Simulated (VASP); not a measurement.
Band structure of InSb (zinc blende). Computed with PBEsol GGA with spin-orbit coupling, VASP's PBE PAW potentials (set 64) (plane waves; VASP 6.6.1).

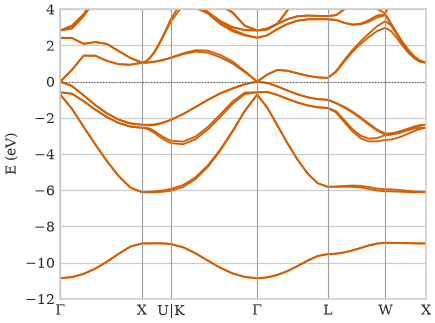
*Bands along high-symmetry lines, zero at the valence-band maximum or, without a gap, the Fermi level*

Problem. Read the plot: is there a gap, and where are the band edges?

Solution. It has no gap at this level: it comes out as a metal or semimetal.

The compound is InSb in the zinc blende structure. It was relaxed first.
